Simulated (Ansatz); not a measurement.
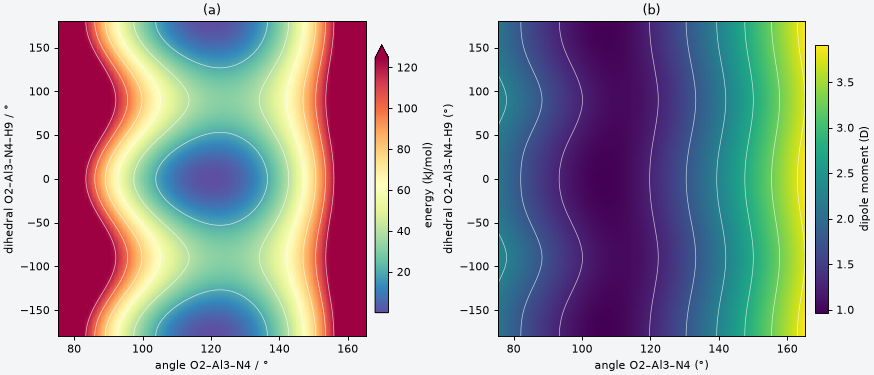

CH5AlFNO, SMILES C[O][Al]([NH2])[F]. First axis: angle O2–Al3–N4. Second axis: dihedral O2–Al3–N4–H9. Nothing is relaxed (all other coordinates rigid). The grid has 13 × 12 points. All energies are given in kJ/mol relative to the relaxed molecule at the same level. Method: Ansatz, RKS PBE0-D4/def2-TZVP.

Panel (a) is the energy and panel (b) the computed dipole moment on the same grid.

Drawn: a smooth colour map with a few white contour lines, one colour for all values above the top of the scale. Between grid points the surface is interpolated.

> How does the dipole moment vary over the map, and what is it at the lowest grid point?

Leaving out the highest fifth of the energies, it runs from 0.97 D at angle O2–Al3–N4 = 105.3°, dihedral O2–Al3–N4–H9 = 0° to 3.41 D at angle O2–Al3–N4 = 157.8°, dihedral O2–Al3–N4–H9 = −180°. At the lowest grid point, angle O2–Al3–N4 = 120.3°, dihedral O2–Al3–N4–H9 = −180°, it is 1.27 D.
